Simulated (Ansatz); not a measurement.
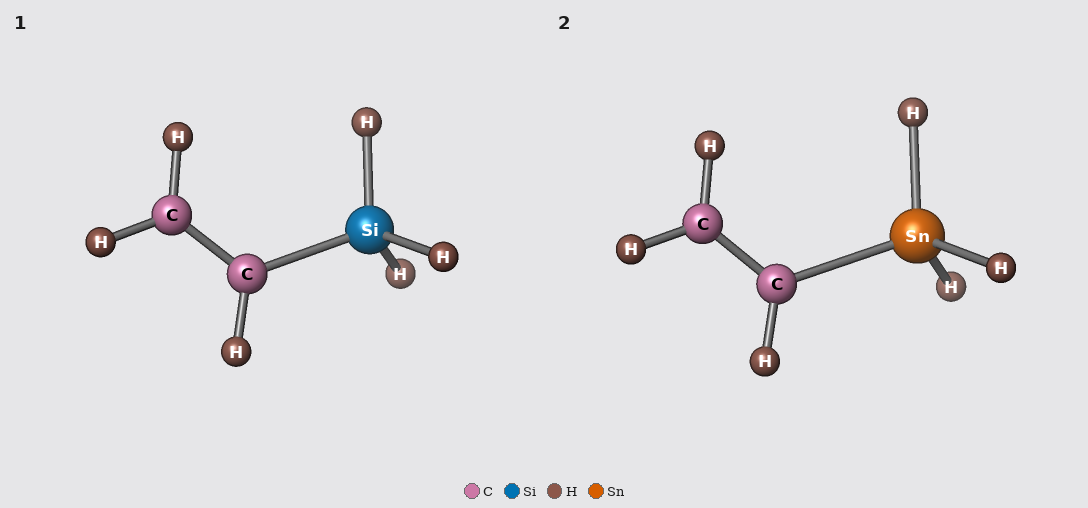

2 molecules with one skeleton, seen from the same side and at one scale. Each species is neutral and a spin singlet. Computed geometries: PBE0-D4/def2-TZVP optimisations, one conformation each. Properties computed with Ansatz 0.2.0. Elements past Kr carry core potentials.

One atom differs, called X below: Si in panel 1, Sn in panel 2. Their formulas are C2H6Si (`C=C[SiH3]`), C2H6Sn (`C=[CH][SnH3]`).

**In which is the harmonic zero-point energy higher (PBE0-D4/def2-TZVP)?**

In panel 1 (X = Si).

**In which is the length of X–C larger (PBE0-D4/def2-TZVP)?**

In panel 2 (X = Sn).

Give the values. With PBE0-D4/def2-TZVP: length of X–C (Å), mean length of X–H (Å), mean angle C–X–H (°), dipole moment (D), harmonic zero-point energy (kJ/mol). With CAM-B3LYP-D4/def2-TZVPP: HOMO energy (Kohn–Sham orbital) (eV), HOMO–LUMO gap (eV).

| quantity | 1 (Si) | 2 (Sn) | 2 − 1 |
| --- | --- | --- | --- |
| length of X–C (Å) | 1.859 | 2.124 | +0.265 |
| mean length of X–H (Å) | 1.488 | 1.708 | +0.220 |
| mean angle C–X–H (°) | 110.2 | 109.6 | −0.6 |
| HOMO energy (Kohn–Sham orbital) (eV) | −9.33 | −9.25 | +0.08 |
| HOMO–LUMO gap (eV) | 10.03 | 10.08 | +0.05 |
| dipole moment (D) | 0.77 | 0.64 | −0.13 |
| harmonic zero-point energy (kJ/mol) | 175.4 | 162.3 | −13.1 |
